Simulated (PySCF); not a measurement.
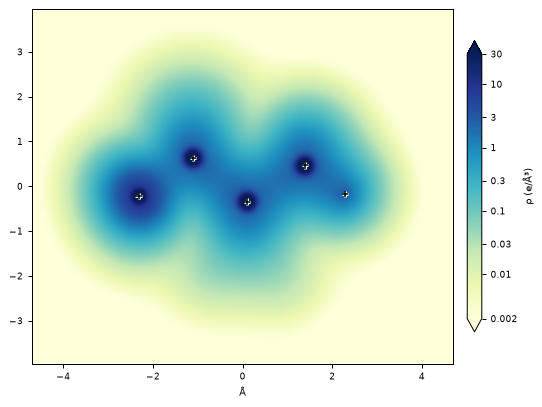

The total electron density on a plane through atoms (crosses mark nuclei in the plane).

Level of theory: DFT single point, gas phase, functional wB97X (PySCF 2.14.0, density-fitted response routines).

Candidates:
A. C$_{4}$H$_{9}$O$_{2}$ (SMILES CC(C)[C@H]([O-])O) (charge −1)
B. AlH$_{4}$O$_{4}$ (SMILES [OH][Al-]([OH])([OH])[OH]) (charge −1)
C. C$_{3}$GaN$_{3}$ (SMILES N#[C][Ga]([C]#N)[C]#N)

### Which system is this?

Candidate A: C$_{4}$H$_{9}$O$_{2}$ on the plane of atoms C1, C2 and C4, which holds C, O and H. C–C (1.52 Å): the density is about 1.7 e/Å³ at the midpoint. C–O (1.49 Å): ρ at the midpoint is about 1.7 e/Å³, with its minimum of 1.5 e/Å³ about 0.6 Å from C.
